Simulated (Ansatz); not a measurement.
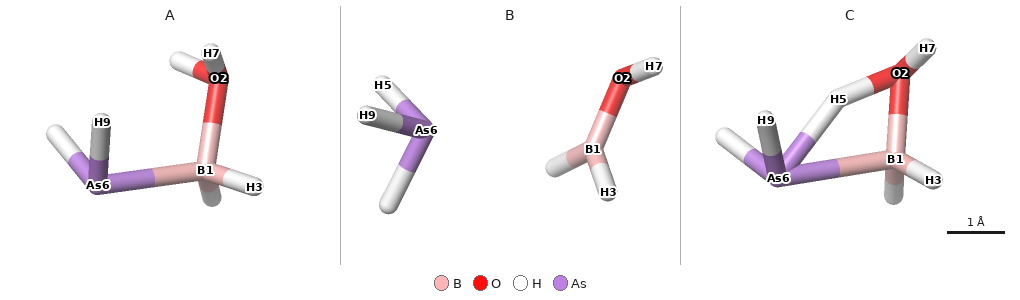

Three geometries of BAsH₆O: a saddle point and the two minima that it joins, in shuffled order. A stick model, seen from a free direction. Sticks join atoms that are closer than about 1.2 times the sum of their covalent radii (a little more with hydrogen).

Stationary points at PBE0-D4/def2-TZVP, single-point energies with CCSD(T)/CBS, CAM-B3LYP-D4, BLYP-D4, BHLYP-D4, r2SCAN0-D4, PBE0-D4 (def2-TZVPP where no basis is named; Ansatz 0.2.0). The energies are electronic, without zero-point or thermal terms, and both ends are the minima reached downhill from the saddle, with any fragments still in contact. CCSD(T)/CBS stands for a frozen-core estimate: MP2 correlation extrapolated from def2-TZVPP and def2-QZVPP, CCSD(T) minus MP2 from the smaller set.

**Which frame is the transition state, what reaction does it lead through, and what barrier is to be expected?**

Frame C is the saddle point. Counted by bonded pieces, B holds AsH₃ + BH₃O and A holds BAsH₄ + H₂O. From B over the saddle to A, bonds form: As–B (3.16 → 2.24 → 2.07 Å), H–O (4.24 → 1.29 → 0.97 Å). Bonds break: B–O (1.35 → 1.54 → 1.66 Å), As–H (1.52 → 1.84 → 3.08 Å). The saddle has one imaginary mode, 1221i cm⁻¹. With CCSD(T)/CBS the barrier is 1.75 eV from B and 1.06 eV from A, and A lies 0.69 eV above B.

```tsv
level	barrier from B (eV)	barrier from A (eV)	A less B (eV)
CCSD(T)/CBS	1.75	1.06	0.69
CAM-B3LYP-D4	1.84	1.04	0.80
BLYP-D4	1.68	0.83	0.85
BHLYP-D4	2.02	1.19	0.84
r2SCAN0-D4	1.61	0.98	0.63
PBE0-D4	1.51	0.92	0.59
```

Against CCSD(T)/CBS, BLYP-D4 comes closest on the barrier from B (−0.08 eV) and BHLYP-D4 misses most (+0.27 eV).

Limits of the set-up: the start holds two separate molecules, 3.1 Å apart at their closest, whose relative position is a soft coordinate.
